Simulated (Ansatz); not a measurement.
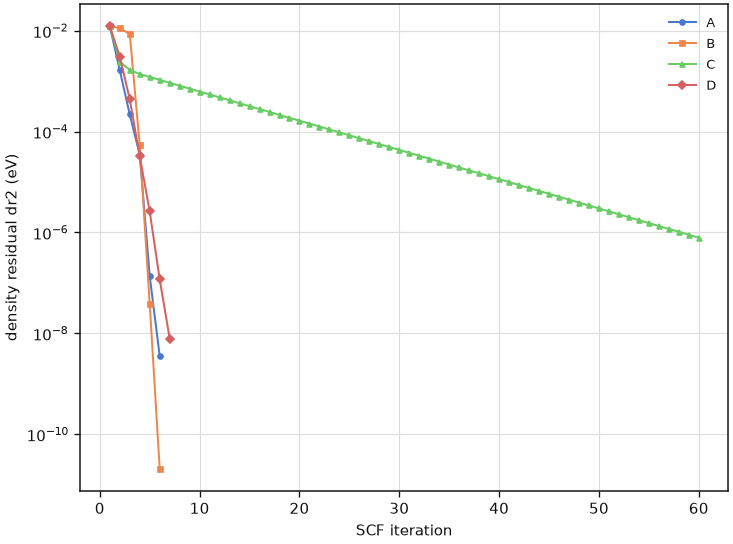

Convergence of one system under several settings.
- system: MgO (Fm-3m, 2 atoms in the cell)
- method: DFT, r2SCAN, PAW, plane waves, scalar-relativistic in Ansatz 0.2.0; cutoff 500 eV, 9×9×9 k-mesh, Fermi–Dirac smearing of 0.02 eV
All start from atomic densities corrected by a trained network.
Iteration limit: 60.

A: MSR1 mixing, preconditioner none
B: Anderson, beta 1.0, history 4, no preconditioner
C: linear mixing, beta 0.7, no preconditioner
D: Broyden, beta 0.7, preconditioner kerker

How did each run end?

Run A converged in 6 iterations. Run B converged in 6 iterations. Run D converged in 7 iterations. Run C stopped unconverged after 60 (slow but unfinished convergence).

The converged runs agree in energy within 1 meV per atom.
